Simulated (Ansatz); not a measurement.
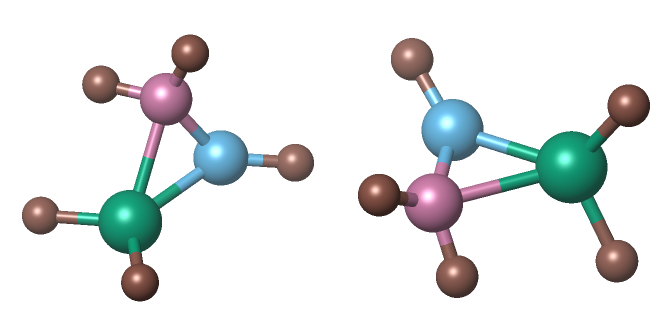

Two views of one molecule. Colours: boron blue, carbon pink, silicon teal, hydrogen brown.

Describe the molecule.

It has 8 atoms: 1 carbon, 5 hydrogen, 1 boron and 1 silicon (CH₅BSi). Its SMILES string is `B1C[SiH2]1`. Independent rings (smallest set): 1 of 3 members. Among its groups: Si–H bond, B–H bond. The point group is C1.

More results for the same structure follow; atom numbers are the same in all pictures, views and colours differ. The computed structure is the end point of a PBE0-D4/def2-TZVP optimisation.

### Thermal motion

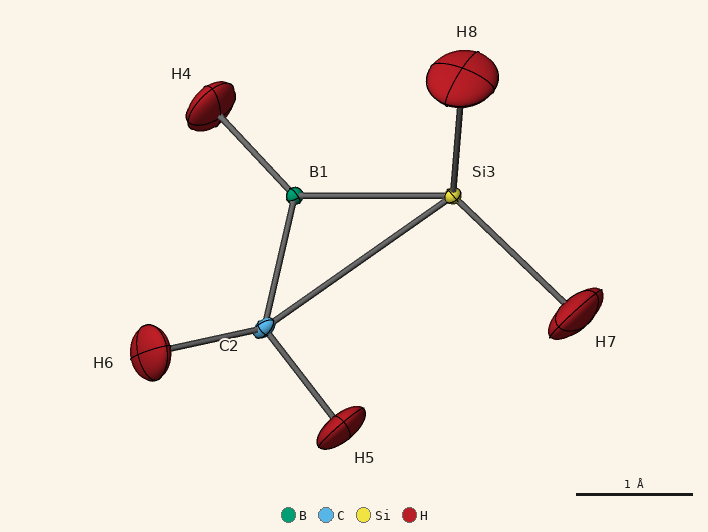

Displacement ellipsoids at the 50 % level, from the internal vibrations of the free molecule (harmonic, no overall translation or rotation; no half-axis is drawn under 0.075 Å). Vibrations computed with RKS PBE0-D4/def2-TZVP (Ansatz 0.2.0). Temperature: 600 K.

Which atom moves most?

Answer. H7, with U_eq = 0.0324 Å².

Does H7 move more along its bond or across it?

Answer. Across it: the root-mean-square amplitude is 0.087 Å along the bond and up to 0.239 Å across, since bending and torsion are softer than stretching.

Give the displacement parameters, one line for each set of equivalent atoms.

```csv
atom,U_eq (Å²),rms amplitudes (Å)
B1,0.0018,"0.031, 0.040, 0.053"
C2,0.0024,"0.027, 0.029, 0.075"
Si3,0.00067,"0.015, 0.019, 0.038"
H4,0.0250,"0.086, 0.161, 0.204"
H5,0.0247,"0.074, 0.166, 0.203"
H6,0.0220,"0.081, 0.156, 0.187"
H7,0.0324,"0.086, 0.181, 0.239"
H8,0.0307,"0.088, 0.197, 0.214"
```

### Charges

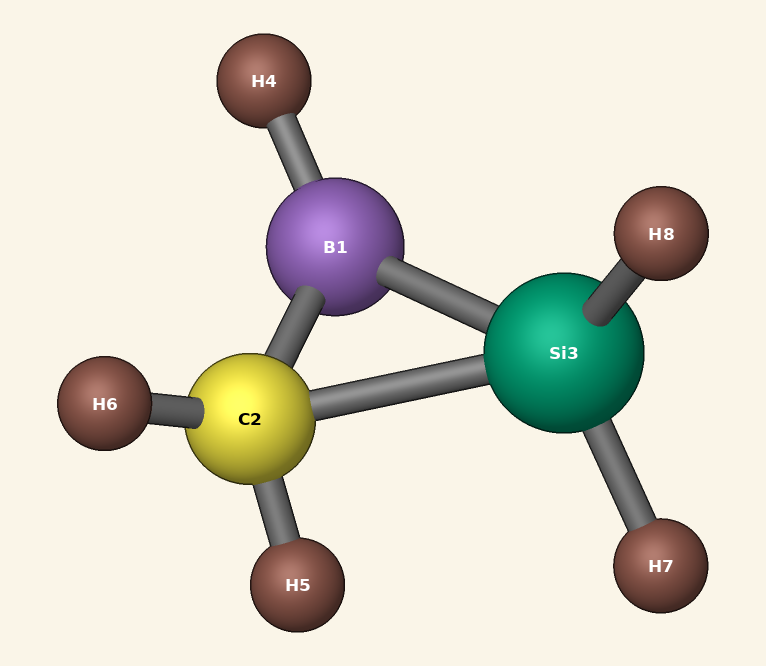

The questions are on Mulliken charges. Method: RKS B3LYP-D4/def2-TZVPP (Ansatz 0.2.0).

Which atom carries the highest charge (most positive or least negative)?

Answer. H5 (0.15 e).

And the lowest?

Answer. C2 (−0.31 e).

List the Mulliken charges.

| atom | value (e) |
| --- | --- |
| B1 | 0.01 |
| C2 | −0.31 |
| Si3 | 0.10 |
| H4 | 0.04 |
| H5 | 0.15 |
| H6 | 0.11 |
| H7 | −0.05 |
| H8 | −0.06 |

### Electronic properties

Properties computed with RKS B3LYP-D4/def2-TZVPP (Ansatz 0.2.0).

Computed properties:

- dipole moment: 0.88 D
- HOMO energy (Kohn–Sham orbital): −6.75 eV
- LUMO energy (Kohn–Sham orbital): −1.68 eV
- HOMO–LUMO gap: 5.06 eV
- dispersion correction: −20.2 kJ/mol
- vertical ionisation energy: 9.14 eV

Mulliken values depend strongly on the basis set and can even reverse the polarity of a bond.
